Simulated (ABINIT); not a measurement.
# SnSe (Pnma): zone-centre phonons, part 2 of 2

Which modes does SnSe (Pnma) have at the zone centre?

ABINIT 10.8.3; DFT LDA, scalar-relativistic, plane waves, HGH norm-conserving pseudopotentials.

So far. Step 3 (Relaxing the cell and atoms): The volume changes by -6.3 % in this run and stands -6.3 % from the first cell. Step 4 (Ground state): The cell stands at -0.96 GPa: the relaxation ran with a smoothed and higher cutoff and on another k mesh. The relaxed cell has a, b, c = 11.344, 4.103, 4.352 Å (conventional setting).

The database entry behind the starting cell differs from later determinations by our own check (an axis about 0.9 % long against later determinations), so it need not match the best structure at ambient conditions.

## (6) Linear response at Γ

The derivative of the wavefunctions by k comes first, since the response to a field is built on it; then the field and the displacements that symmetry doesn't supply are solved at q = 0.

It reads the wavefunctions written in step 4.

dfpt_gamma.abi reads:

```
ndtset 2

# common to the responses
getwfk_filepath "gso_WFK"
kptopt 2
nqpt 1
qpt 0.0 0.0 0.0
asr 0
chneut 0

# d/dk
rfelfd1 2
rfdir1 1 1 1
iscf1 -3
tolwfr1 1.0d-20

# displacements, field
rfphon2 1
rfatpol2 1 8
rfdir2 1 1 1
rfelfd2 3
getddk2 1
tolvrs2 1.0d-10
prtwf2 0

# basis, mesh and filling
ecut 20.0
ixc 7
ngkpt 2 6 6
nshiftk 1
shiftk 0.5 0.5 0.5
istwfk *1
occopt 1
nband 20
nstep 100
diemac 9.0
prtebands 0
prtgsr 0
useylm 1

# cell and atoms
acell 3*1.0 Angstrom
rprim 
    11.34351524 0.0 0.0
    0.0 4.103362001 0.0
    0.0 0.0 4.352363945
ntypat 2
znucl 50 34
natom 8
typat 1 1 1 1 2 2 2 2
xred 
    0.1180926143 0.25 0.0994597563
    0.8819073857 0.75 0.9005402437
    0.3819073857 0.75 0.5994597563
    0.6180926143 0.25 0.4005402437
    0.8567225818 0.25 0.4791790328
    0.1432774182 0.75 0.5208209672
    0.6432774182 0.75 0.9791790328
    0.3567225818 0.25 0.0208209672
pp_dirpath "./pseudo"
pseudos "Sn.hgh, Se.hgh"
```

On the command line:

```
$ OMP_NUM_THREADS=1 mpirun -n 16 abinit dfpt_gamma.abi > dfpt_gamma.log
```

Numbers of over 12 decimals in the logs are rounded to 6 here.

dfpt_gamma.abo, the main output file:

```text
[banners, grids, parts of the stress and lines that vanish by symmetry left out]
- input  file    -> dfpt_gamma.abi
- output file    -> dfpt_gamma.abo
- root for input  files -> dfpt_gammai
[...]
DATASET    1 : space group Pn m a (# 62); Bravais oP (primitive ortho.)
[...]
nfft =      103680          nkpt =          36
[...]
DATASET    2 : space group Pn m a (# 62); Bravais oP (primitive ortho.)
[...]
nfft =      103680          nkpt =          36
[...]
== DATASET  1 ==================================================================
[...]
cutoff_energies: {ecut:  20.0, pawecutdg:  -1.0, }
[...]
Exchange-correlation functional for the present dataset will be:
  LDA: Perdew-Wang 92 LSD fit to Ceperley-Alder data - ixc=7
[...]
- 34.00000   6.00000     10605                znucl, zion, pspdat
[...]
Perturbation : derivative vs k along direction   1
[...]
-ETOT  1  -3.462532     -3.463E+00 1.076E-02 0.000E+00
 ETOT  2  -3.488912     -2.638E-02 5.077E-04 0.000E+00
 ETOT  3  -3.489582     -6.702E-04 3.570E-05 0.000E+00
 ETOT  4  -3.489610     -2.789E-05 2.193E-06 0.000E+00
 ETOT  5  -3.489612     -1.446E-06 1.592E-07 0.000E+00
[...]
At SCF step   17   max residual=  9.96E-21 < tolwfr=  1.00E-20 =>converged.
[...]
Perturbation : derivative vs k along direction   2
[...]
-ETOT  1  -28.367438408107     -2.837E+01 2.391E-01 0.000E+00
[...]
At SCF step   18   max residual=  9.99E-21 < tolwfr=  1.00E-20 =>converged.
[...]
Perturbation : derivative vs k along direction   3
[...]
-ETOT  1  -25.108092612529     -2.511E+01 1.863E-01 0.000E+00
[...]
At SCF step   19   max residual=  9.94E-21 < tolwfr=  1.00E-20 =>converged.
[...]
1        1       2.6453236530    0.0000000000
     1        2       0.0000000000    0.0000000000
     1        3       0.0000000000    0.0000000000
     2        1       0.0000000000    0.0000000000
     2        2       3.5787574915    0.0000000000
     2        3       0.0000000000    0.0000000000
     3        1       0.0000000000    0.0000000000
     3        2       0.0000000000    0.0000000000
     3        3       3.3718904640   -0.0000000000
[...]
== DATASET  2 ==================================================================
[...]
cutoff_energies: {ecut:  20.0, pawecutdg:  -1.0, }
[...]
Exchange-correlation functional for the present dataset will be:
  LDA: Perdew-Wang 92 LSD fit to Ceperley-Alder data - ixc=7
[...]
Perturbation : displacement of atom   1   along direction   1
[...]
-ETOT  1   4128.7048401417      3.464E+03 5.854E+00 4.764E+07
[...]
At SCF step   15       vres2   =  3.02E-11 < tolvrs=  1.00E-10 =>converged.
[...]
Perturbation : displacement of atom   1   along direction   2
[...]
-ETOT  1   11.096856130051     -5.730E+01 2.049E-01 1.952E+04
[...]
At SCF step   11       vres2   =  2.32E-12 < tolvrs=  1.00E-10 =>converged.
[...]
Perturbation : displacement of atom   1   along direction   3
[...]
-ETOT  1   16.909779039231     -6.170E+01 4.058E-01 3.394E+04
[...]
At SCF step   13       vres2   =  1.73E-11 < tolvrs=  1.00E-10 =>converged.
[...]
Perturbation : displacement of atom   5   along direction   1
[...]
-ETOT  1   13910.544862435      1.097E+04 1.880E+01 1.549E+08
[...]
At SCF step   15       vres2   =  5.03E-11 < tolvrs=  1.00E-10 =>converged.
[...]
Perturbation : displacement of atom   5   along direction   2
[...]
-ETOT  1   103.13240627787     -2.408E+02 4.608E-01 1.787E+05
[...]
Perturbation : displacement of atom   5   along direction   3
[...]
-ETOT  1   141.82376718736     -2.502E+02 6.689E-01 2.743E+05
[...]
Perturbation : homogeneous electric field along direction   1
[...]
-ETOT  1  -107.76819966422     -1.078E+02 1.626E+00 3.629E+04
[...]
Perturbation : homogeneous electric field along direction   2
[...]
-ETOT  1  -1733.3571962009     -1.733E+03 2.236E+01 4.261E+04
[...]
At SCF step   12       vres2   =  4.20E-12 < tolvrs=  1.00E-10 =>converged.
[...]
Perturbation : homogeneous electric field along direction   3
[...]
-ETOT  1  -1244.9191549611     -1.245E+03 1.884E+01 4.453E+05
[...]
ETOT 12  -1376.5482901595     -3.524E-11 2.477E-12 8.520E-10
 ETOT 13  -1376.5482901595     -5.457E-12 2.891E-13 1.371E-11
 At SCF step   13       vres2   =  1.37E-11 < tolvrs=  1.00E-10 =>converged.
[...]
Dielectric tensor, in cartesian coordinates,
[...]
1   10   1   10        14.2306077613        -0.0000000000
   1   10   2   10        -0.0000000000        -0.0000000000
   1   10   3   10        -0.0000000000        -0.0000000000
   2   10   1   10        -0.0000000000        -0.0000000000
   2   10   2   10        26.1454000890        -0.0000000000
   2   10   3   10        -0.0000000000        -0.0000000000
   3   10   1   10        -0.0000000000        -0.0000000000
   3   10   2   10        -0.0000000000        -0.0000000000
   3   10   3   10        22.6810556181        -0.0000000000
  Effective charges, in cartesian coordinates,
[...]
1    1   1   10         3.8339070762         0.0000000000
   2    1   1   10         0.0000000000         0.0000000000
   3    1   1   10        -0.1196795796         0.0000000000
   1    2   1   10         3.8339070762         0.0000000000
   2    2   1   10         0.0000000000         0.0000000000
[...]
Effective charges, in cartesian coordinates,
[...]
2   10   1    8         0.0000000000         0.0000000000
   3   10   1    8         0.6307140233         0.0000000000
   1   10   2    8         0.0000000000         0.0000000000
   2   10   2    8        -4.7780712451         0.0000000000
   3   10   2    8         0.0000000000         0.0000000000
   1   10   3    8         0.2315816143         0.0000000000
   2   10   3    8         0.0000000000         0.0000000000
   3   10   3    8        -3.9648466052         0.0000000000
  Phonon wavevector (reduced coordinates) :  0.00000  0.00000  0.00000
 Phonon energies in Hartree :
[...]
Phonon frequencies in cm-1    :
- -2.679844E-01  2.283600E+00  2.371780E+00  3.212427E+01  3.241062E+01
-  4.751185E+01  5.436262E+01  5.484285E+01  6.203905E+01  6.510384E+01
-  6.771223E+01  7.696196E+01  1.003362E+02  1.119786E+02  1.272240E+02
-  1.286340E+02  1.290741E+02  1.349591E+02  1.351412E+02  1.445677E+02
-  1.483668E+02  1.509005E+02  1.525987E+02  1.807007E+02
  Phonon at Gamma, with non-analyticity in the
[...]
Phonon energies in Hartree :
[...]
Phonon frequencies in cm-1    :
- -2.679844E-01  2.371780E+00  8.044562E+00  3.212427E+01  3.241062E+01
-  4.751185E+01  5.484285E+01  5.500133E+01  6.203905E+01  6.510384E+01
-  6.771223E+01  7.696196E+01  1.003362E+02  1.119786E+02  1.272240E+02
-  1.290741E+02  1.349591E+02  1.351412E+02  1.439055E+02  1.483668E+02
-  1.509005E+02  1.525987E+02  1.807007E+02  1.848508E+02
  Phonon at Gamma, with non-analyticity in the
[...]
Phonon energies in Hartree :
[...]
Phonon frequencies in cm-1    :
- -2.679844E-01  2.283600E+00  2.481538E+00  3.212427E+01  3.241062E+01
-  4.751185E+01  5.436262E+01  5.484285E+01  6.203905E+01  6.510384E+01
-  6.771223E+01  7.696196E+01  1.119786E+02  1.272240E+02  1.286340E+02
-  1.290741E+02  1.349591E+02  1.351412E+02  1.445677E+02  1.483668E+02
-  1.509005E+02  1.525987E+02  1.663613E+02  1.807007E+02
  Phonon at Gamma, with non-analyticity in the
[...]
Phonon energies in Hartree :
[...]
Phonon frequencies in cm-1    :
-  6.610175E-01  2.283600E+00  2.371780E+00  3.212427E+01  3.241062E+01
-  4.751185E+01  5.436262E+01  5.484285E+01  6.203905E+01  6.510384E+01
-  6.771223E+01  7.944901E+01  1.003362E+02  1.119786E+02  1.272240E+02
-  1.286340E+02  1.349591E+02  1.351412E+02  1.445677E+02  1.483668E+02
-  1.496651E+02  1.525987E+02  1.759848E+02  1.807007E+02
[...]
fcart2     0.0000000000E+00  0.0000000000E+00  0.0000000000E+00
           strten2     0.0000000000E+00  0.0000000000E+00  0.0000000000E+00
================================================================================
```

The job ended after 3.1 min (16 MPI ranks of Arm Neoverse V1, shared host; 50 min of CPU time).

Read from the output:

* miss of the charge sum rule: 2.392 e
* largest acoustic frequency at the zone centre before the sum rule: 2.37 cm⁻¹
* highest optical zone-centre mode (no LO-TO term): 180.7 cm⁻¹
* lowest optical zone-centre mode: 32.12 cm⁻¹
* mean high-frequency dielectric constant: 21.02
* largest Born charge in size (third of the trace): 4.138 e

Born charge (rows field, columns displacement), before the sum rule (e), principal values of the symmetric part by kind of site:

```
atom  atoms with these values    low  middle   high   mean
 Sn1                        4   3.54    4.20   4.68   4.14
 Se5                        4  -4.78   -4.16  -3.04  -3.99
```

In full for Se5:

```
-3.24  0.00 -0.23
 0.00 -4.78  0.00
-0.63  0.00 -3.96
```

High-frequency dielectric tensor:

```
14.23  0.00  0.00
 0.00 26.15  0.00
 0.00  0.00 22.68
```

The acoustic modes at Γ come out as far as 2.4 cm⁻¹ from zero, where they should vanish, a small numerical error; the Born charges miss their sum rule by 2.4 e, too much: mesh or cutoff is short for the field response.

## (7) Modes with the sum rule

anaddb reads the merged derivatives, imposes the acoustic sum rule and charge neutrality, and adds the LO-TO term along chosen directions.

anaddb.abi reads:

```
ddb_filepath "gamma_DDB"
output_file "anaddb.abo"
outdata_prefix "anaddb"
asr 1
chneut 1
enunit 2
eivec 1
nph1l 1
qph1l 0.0 0.0 0.0 1.0
dieflag 1
nph2l 3
qph2l 
    1.0 0.0 0.0 0.0
    0.0 0.0 1.0 0.0
    1.0 1.0 1.0 0.0
```

mrgddb.in reads:

```
gamma_DDB
merged
2
dfpt_gammao_DS2_DDB
gso_DDB
```

On the command line:

```
$ mrgddb < mrgddb.in > mrgddb.log
$ OMP_NUM_THREADS=1 anaddb anaddb.abi > anaddb.log
```

anaddb.abo, the main output file:

```text
[banners, grids, parts of the stress and lines that vanish by symmetry left out]
-outvars_anaddb: echo values of input variables ----------------------

 Flags :
[...]
Dielectric Tensor and Effective Charges
[...]
Effective charge tensors after
[...]
Phonon wavevector (reduced coordinates) :  0.00000  0.00000  0.00000
 Phonon energies in Hartree :
[...]
Phonon energies in meV     :
-  0.000000E+00  0.000000E+00  0.000000E+00  3.972360E+00  4.018578E+00
-  5.887810E+00  6.740184E+00  6.796963E+00  7.687238E+00  8.067923E+00
-  8.395314E+00  9.538570E+00  1.243485E+01  1.387878E+01  1.576796E+01
-  1.594471E+01  1.600326E+01  1.672740E+01  1.675543E+01  1.792425E+01
-  1.839475E+01  1.870565E+01  1.891620E+01  2.240152E+01
 Phonon frequencies in cm-1    :
-  0.000000E+00  0.000000E+00  0.000000E+00  3.203924E+01  3.241202E+01
-  4.748839E+01  5.436325E+01  5.482120E+01  6.200175E+01  6.507219E+01
-  6.771277E+01  7.693376E+01  1.002938E+02  1.119399E+02  1.271772E+02
-  1.286028E+02  1.290750E+02  1.349155E+02  1.351416E+02  1.445688E+02
-  1.483636E+02  1.508713E+02  1.525695E+02  1.806804E+02
 Phonon frequencies in Thz     :
-  0.000000E+00  0.000000E+00  0.000000E+00  9.605123E-01  9.716879E-01
-  1.423666E+00  1.629769E+00  1.643498E+00  1.858766E+00  1.950815E+00
-  2.029978E+00  2.306416E+00  3.006732E+00  3.355874E+00  3.812676E+00
-  3.855414E+00  3.869571E+00  4.044666E+00  4.051445E+00  4.334065E+00
-  4.447830E+00  4.523007E+00  4.573917E+00  5.416662E+00
 Phonon energies in Kelvin  :
-  0.000000E+00  0.000000E+00  0.000000E+00  4.609732E+01  4.663366E+01
-  6.832520E+01  7.821659E+01  7.887548E+01  8.920669E+01  9.362436E+01
[...]
-  2.134622E+02  2.170701E+02  2.195134E+02  2.599588E+02
[...]
-  1  0.00000000E+00  0.00000000E+00  8.32951114E-04
-     0.00000000E+00  0.00000000E+00  0.00000000E+00
-  2  0.00000000E+00  0.00000000E+00  8.32951114E-04
-     0.00000000E+00  0.00000000E+00  0.00000000E+00
-  3  0.00000000E+00  0.00000000E+00  8.32951114E-04
-     0.00000000E+00  0.00000000E+00  0.00000000E+00
-  4  0.00000000E+00  0.00000000E+00  8.32951114E-04
-     0.00000000E+00  0.00000000E+00  0.00000000E+00
-  5  0.00000000E+00  0.00000000E+00  8.32951397E-04
-     0.00000000E+00  0.00000000E+00  0.00000000E+00
-  6  0.00000000E+00  0.00000000E+00  8.32951397E-04
-     0.00000000E+00  0.00000000E+00  0.00000000E+00
-  7  0.00000000E+00  0.00000000E+00  8.32951397E-04
-     0.00000000E+00  0.00000000E+00  0.00000000E+00
-  8  0.00000000E+00  0.00000000E+00  8.32951397E-04
-     0.00000000E+00  0.00000000E+00  0.00000000E+00
[...]
-  1  0.00000000E+00  8.32951202E-04  0.00000000E+00
-     0.00000000E+00  0.00000000E+00  0.00000000E+00
-  2  0.00000000E+00  8.32951202E-04  0.00000000E+00
-     0.00000000E+00  0.00000000E+00  0.00000000E+00
[...]
-     0.00000000E+00  0.00000000E+00  0.00000000E+00
[...]
-     0.00000000E+00  0.00000000E+00  0.00000000E+00
[...]
-     0.00000000E+00  0.00000000E+00  0.00000000E+00
[...]
-     0.00000000E+00  0.00000000E+00  0.00000000E+00
[...]
-   1     Real    0.0000E+00  0.0000E+00  0.0000E+00  0.0000E+00  0.0000E+00  0.0000E+00  0.0000E+00
[...]
-   2     Real    0.0000E+00  0.0000E+00  0.0000E+00  0.0000E+00  0.0000E+00  0.0000E+00  0.0000E+00
[...]
-   3     Real    0.0000E+00  0.0000E+00  0.0000E+00  0.0000E+00  0.0000E+00  0.0000E+00  0.0000E+00
[...]
Phonon at Gamma, with non-analyticity in the
[...]
Phonon energies in Hartree :
[...]
Phonon energies in meV     :
[...]
Phonon frequencies in cm-1    :
[...]
Phonon frequencies in Thz     :
[...]
Phonon energies in Kelvin  :
[...]
Phonon at Gamma, with non-analyticity in the
[...]
Phonon energies in Hartree :
[...]
Phonon energies in meV     :
[...]
Phonon frequencies in cm-1    :
[...]
Phonon frequencies in Thz     :
[...]
Phonon energies in Kelvin  :
[...]
-  9.742357E+01  1.142630E+02  1.443004E+02  1.610565E+02  1.829796E+02
-  1.850307E+02  1.941134E+02  1.944387E+02  2.080023E+02  2.134622E+02
[...]
-  2  0.00000000E+00  0.00000000E+00  8.32951151E-04
-     0.00000000E+00  0.00000000E+00  0.00000000E+00
-  3  0.00000000E+00  0.00000000E+00  8.32951151E-04
-     0.00000000E+00  0.00000000E+00  0.00000000E+00
-  4  0.00000000E+00  0.00000000E+00  8.32951151E-04
-     0.00000000E+00  0.00000000E+00  0.00000000E+00
-  5  0.00000000E+00  0.00000000E+00  8.32951342E-04
-     0.00000000E+00  0.00000000E+00  0.00000000E+00
-  6  0.00000000E+00  0.00000000E+00  8.32951342E-04
-     0.00000000E+00  0.00000000E+00  0.00000000E+00
-  7  0.00000000E+00  0.00000000E+00  8.32951342E-04
-     0.00000000E+00  0.00000000E+00  0.00000000E+00
[...]
Phonon at Gamma, with non-analyticity in the
[...]
Phonon energies in Hartree :
[...]
Phonon energies in meV     :
-  0.000000E+00  0.000000E+00  0.000000E+00  3.972360E+00  4.018578E+00
-  5.887810E+00  6.754845E+00  6.796963E+00  7.687238E+00  8.067923E+00
-  8.395314E+00  9.609287E+00  1.383511E+01  1.387878E+01  1.576796E+01
-  1.597149E+01  1.672740E+01  1.675543E+01  1.788908E+01  1.839475E+01
[...]
Phonon frequencies in cm-1    :
[...]
Phonon frequencies in Thz     :
[...]
Phonon energies in Kelvin  :
[...]
-  9.742357E+01  1.115111E+02  1.605498E+02  1.610565E+02  1.829796E+02
-  1.853415E+02  1.941134E+02  1.944387E+02  2.075941E+02  2.134622E+02
[...]
-  7  8.32951253E-04  0.00000000E+00  0.00000000E+00
-     0.00000000E+00  0.00000000E+00  0.00000000E+00
-  8  8.32951253E-04  0.00000000E+00  0.00000000E+00
-     0.00000000E+00  0.00000000E+00  0.00000000E+00
[...]
Direction                     Dielectric constant
[...]
0.00000   0.00000   1.00000     44.12651379
   1.00000   1.00000   1.00000     48.71017967
-
```

Wall time 0.52 s (1 thread).

This step gave:

```
lowest optical zone-centre mode      : 32.04 cm⁻¹
mean static dielectric constant      : 48.71
highest mode moved by the LO-TO term : 186.3 cm⁻¹
```

No LO-TO term; unit eigenvectors of the mass-weighted matrix, from anaddb's displacements. Modes at Γ, with each element's share of the kinetic energy:

```
mode  frequency (cm⁻¹)  Sn %  Se %
   1               0.0    60    40
   2               0.0    60    40
   3               0.0    60    40
   4              32.0    61    39
   5              32.4    73    27
   6              47.5    84    16
   7              54.4    76    24
   8              54.8    83    17
   9              62.0    64    36
  10              65.1    59    41
  11              67.7    76    24
  12              76.9    66    34
  13             100.3    40    60
  14             111.9    39    61
  15             127.2    16    84
  16             128.6    39    61
  17             129.1    43    57
  18             134.9    17    83
  19             135.1    36    64
  20             144.6    25    75
  21             148.4    23    77
  22             150.9    32    68
  23             152.6    31    69
  24             180.7    37    63
```

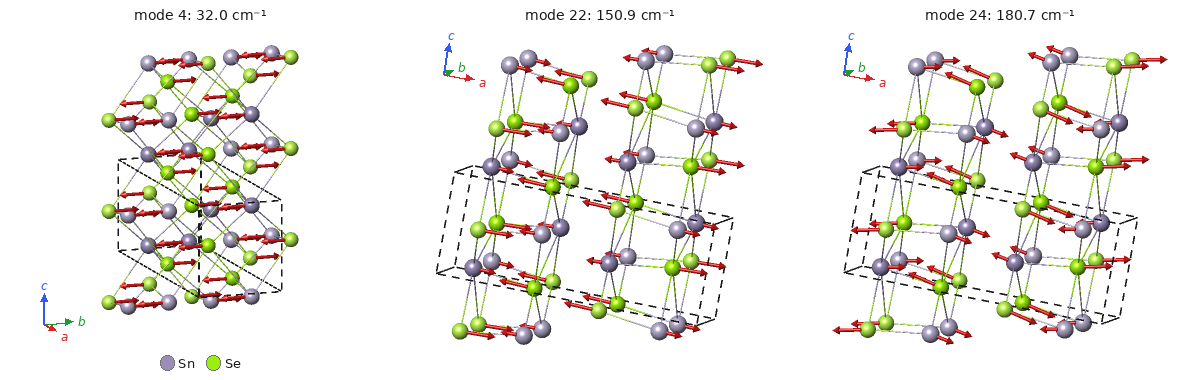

Displacement patterns of modes 4, 22 and 24 at Γ; arrows are exaggerated. 1×1×2 cells are drawn. Some periodic images of atoms are drawn too.

Static dielectric tensor (ions relaxed, fixed cell):

```
30.28  0.00  0.00
 0.00 71.73  0.00
 0.00  0.00 44.13
```

Before neutrality was imposed the Born charges missed it by 2.4 e, so ε₀, the LO modes and the intensities above are not converged in mesh or cutoff.

## (8) Outcome

| Quantity | Value |
| --- | --- |
| space group after relaxation | Pnma |
| volume per atom | 25.3 Å³ |
| highest optical zone-centre mode (no LO-TO term) | 180.7 cm⁻¹ |
| lowest optical zone-centre mode | 32.0 cm⁻¹ |
| highest mode moved by the LO-TO term (probably not converged in the k mesh) | 186.3 cm⁻¹ |
| mean high-frequency dielectric constant (probably not converged in the k mesh) | 21.0 |
| largest Born charge in size (third of the trace) (probably not converged in the k mesh) | 4.14 e |
| mean static dielectric constant (probably not converged in the k mesh) | 48.7 |
| imaginary optical modes at the zone centre (no q mesh in this session) | none |

**Reading.** At the LDA level the optical modes of SnSe (Pnma) at the zone centre (no LO-TO term) run from 32 to 181 cm⁻¹. The base run prints -0.96 GPa, mostly the error of a finite basis; the relaxation, with a smoothed and higher cutoff, had brought the cell to rest. Along the directions run, the highest mode that the macroscopic field moves lies at 186 cm⁻¹. Lattice motion raises the mean dielectric constant from 21.02 to 48.71. The Born charges miss their sum rule by 2.4 e, a sign that the k mesh or the cutoff is short for the field response. ε∞, the Born charges and what follows from them are probably not converged in the k mesh. These are harmonic frequencies at zero temperature: anharmonic shifts and linewidths and thermal expansion are left out. The HGH files keep few electrons and have no core correction, which is cheap but rough for Sn. The relaxed cell is 6 % smaller in volume than the measured one, and all results belong to that cell.

[Host names and launcher messages were left out of these logs when they were recorded.]

[Logs are printed without paths, hosts, clocks, repeated set-up lines and the standing remarks that a program may print on its own settings, such as how far it seeks lower states.]

[Hosts, paths, dates, database ids (printed as entryN), source tags and the programs' standing remarks are cut or masked in the printed files.]
